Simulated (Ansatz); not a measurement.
Thickness series in BaF2

The parent structure is BaF2 in the fluorite structure (space group Fm-3m, No. 225; a = 6.137 Å). Axes: x, y, z lie along the cube axes.

Free-standing slabs (3 atom(s) a layer) normal to [111] with 15 Å of vacuum; in-plane cell held at bulk.

All numbers come from DFT with PBEsol, PAW potentials and a 420 eV plane-wave cutoff in Ansatz (an electronic-structure program), no spin-orbit coupling.

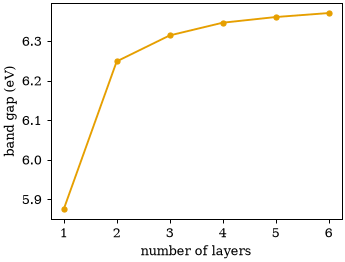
Band gap against number of layers

| number of layers | band gap |
|---|---|
| 1 | 5.88 eV |
| 2 | 6.25 eV |
| 3 | 6.31 eV |
| 4 | 6.35 eV |
| 5 | 6.36 eV |
| 6 | 6.37 eV |

Whether these cells are dynamically stable was not tested.
